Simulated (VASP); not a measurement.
Band structure of Hg$_{3}$ZnS$_{4}$ (ordered alloy cell). Level of theory: PBEsol GGA, VASP's PBE PAW potentials (set 64) (plane waves; VASP).

Unless said otherwise, spin-orbit coupling is left out, though it shifts the bands of the heavy elements here.

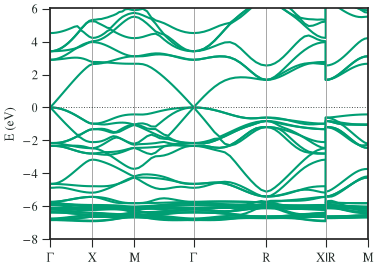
*Bands along high-symmetry lines, zero at the valence-band maximum or, without a gap, the Fermi level*

Task: Read the plot: is there a gap, and where are the band edges?

Result: The gap is direct, 0.01 eV, from the valence maximum at Γ to the conduction minimum at Γ. (Edges off the drawn lines would not show.)

The structure was generated: Hg3ZnS4 was put into an ordered model structure (P-43m), which need not be its known phase. It was relaxed first.
